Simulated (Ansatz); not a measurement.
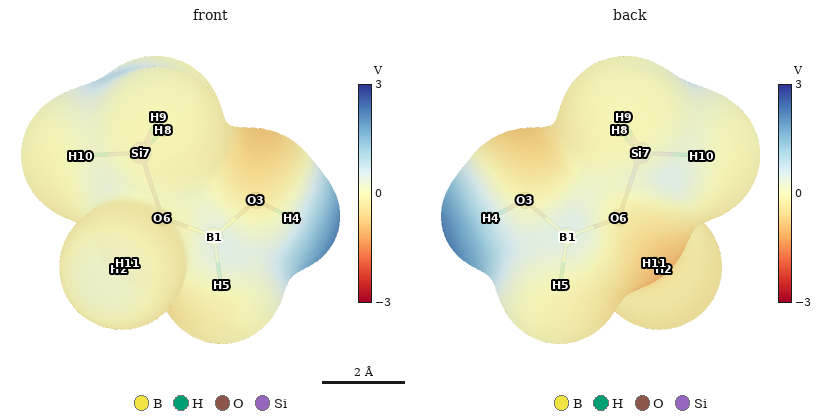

*BH$_{5}$O$_{2}$Si···H$_{2}$. The molecular electrostatic potential painted on the density surface at 0.001 e/bohr³, seen from the front and from behind; the colour scale runs from red (negative) to blue (positive).*

Level of theory: RKS PBE-D4/def2-SVP in Ansatz 0.2.0.

```xyz
11

B     0.3578    0.5872   -0.3532
H    -1.3944   -0.9394    2.8109
O     1.7004    0.4999   -0.6096
H     1.8909   -0.0325   -1.4014
H    -0.4787    0.0498   -1.0610
O    -0.0595    1.3018    0.7337
Si    0.8758    2.1541    1.8692
H     1.7804    1.2152    2.6183
H     1.6899    3.2213    1.1912
H    -0.1019    2.7855    2.8153
H    -1.2152   -0.4318    2.2611
```

> Which sites attract a positive test charge, and which a negative one?

A positive charge is drawn to the negative regions and a negative charge to the positive ones. The most negative region (about −1.0 V) lies over O6, the most positive (about +2.2 V) over H4. O6 is the likeliest acceptor of a hydrogen bond.
